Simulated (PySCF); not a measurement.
Ionisation energy of Ca⁺ ([Ar] 4s₁/₂ → [Ar]). PySCF, x2c-TZVPall-2c, two-component X2C-1e. 10 core electrons frozen.

The results, method by method:

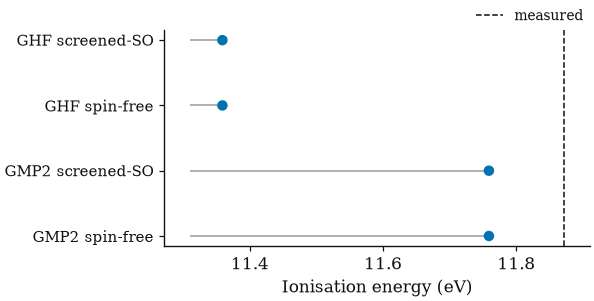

```json
{"Method": "GHF spin-free", "Ionisation energy (eV)": "11.359"}
{"Method": "GMP2 spin-free", "Ionisation energy (eV)": "11.759"}
{"Method": "GHF screened-SO", "Ionisation energy (eV)": "11.359"}
{"Method": "GMP2 screened-SO", "Ionisation energy (eV)": "11.759"}
```

The values run from 11.359 eV (GHF spin-free and GHF screened-SO) to 11.759 eV (GMP2 spin-free and GMP2 screened-SO). The measured value is 11.872 eV; nearest to it come GMP2 spin-free (−0.113) and GMP2 screened-SO (−0.113), furthest GHF screened-SO (−0.513 eV).
